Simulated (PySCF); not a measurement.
## Ti2F (charge +1): frequency calculation

- system: Ti2F, charge +1
- method: RKS-based PBE0, F def2-SVP, Ti def2-SVP; non-relativistic Hamiltonian; density fitting (PySCF 2.14.0)

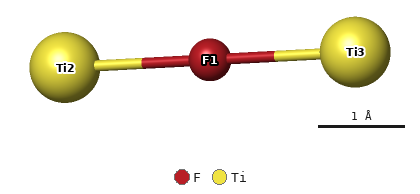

The structure as given in the input (ball-and-stick view, seen at a tilt; atoms are numbered from 1 in the order of the input). Sticks mark near contacts.

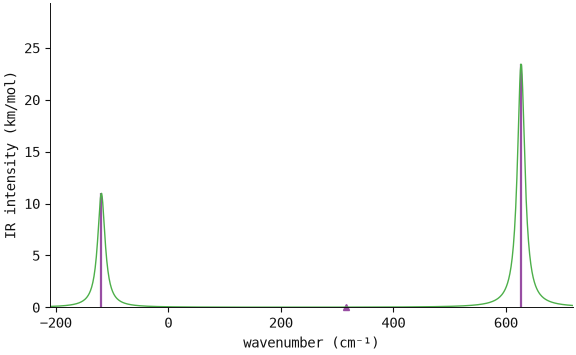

Harmonic infrared spectrum, unscaled: sticks (degenerate modes added up, dark ones marked on the axis) with a Lorentzian envelope of 16 cm⁻¹ full width, scaled to the tallest stick; imaginary modes are drawn at negative wavenumbers. 4 modes from 119i to 627 cm⁻¹, 2 imaginary beyond 8i (119i, 119i cm⁻¹): not a minimum. The strongest line is at 627 cm⁻¹ (23 km/mol). All modes, in cm⁻¹ (km/mol): 119i (5.5), 119i (5.5), 315 (0.0), 627 (23).

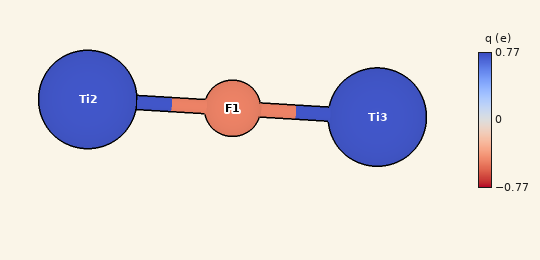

Mulliken charges, as the colour of each atom (ball-and-stick view, seen at a tilt; atoms are numbered from 1 in the order of the input). By element: F −0.46 and Ti +0.73 e.

These pictures come from the run below.

**Input file**
```python
from pyscf import gto, scf, dft
mol = gto.M(atom='''
F     -0.000000     0.000000     0.000000
Ti     0.000000     0.000000     1.885500
Ti    -0.000000    -0.000000    -1.885500''',
    basis={'F': 'def2-SVP', 'Ti': 'def2-SVP'},
    charge=1, spin=0)
mf = dft.RKS(mol, xc='PBE0')
mf.grids.atom_grid = (75, 302)
aux = {'F': 'def2-universal-JKFIT', 'Ti': 'def2-universal-JKFIT'}
mf = mf.density_fit(auxbasis=aux)
mf.conv_tol = 1e-09
mf.diis_space = 10
mf.max_cycle = 60
mf.verbose = 4
mf.kernel()
```

The script is an equivalent of the set-up of the self-consistent field. The run itself was carried out by a driver, which started from the orbitals of the step before it where there was one and computed the further properties.

Launch command:
```bash
OMP_NUM_THREADS=2 python axn.py task.json out
```

**The program's output**
```
init E= -1797.54711939401
  HOMO = -0.304128621194112  LUMO = -0.258622855476224  gap/eV = 1.23827
cycle= 1 E= -1797.54711939401  delta_E= 9.09e-13  |g|= 1.49e-06  |ddm|= 4.37e-06
  HOMO = -0.304128755934603  LUMO = -0.258622996043454  gap/eV = 1.23827
Extra cycle  E= -1797.54711939398  delta_E= 2.82e-11  |g|= 7.34e-06  |ddm|= 2.36e-05
converged SCF energy = -1797.54711939398
```

**Summary**

```csv
quantity,value
outcome,converged
total energy,−1797.547119 hartree
HOMO,−8.28 eV
LUMO,−7.04 eV
zero-point energy,0.002146 hartree
"wavenumbers, lowest and highest",119i and 627 cm⁻¹
hardware,"2 threads of Arm Neoverse V2, 24 GiB of memory available, shared host"
wall time,11 s (CPU time 19 s)
peak memory,0.78 GiB
```
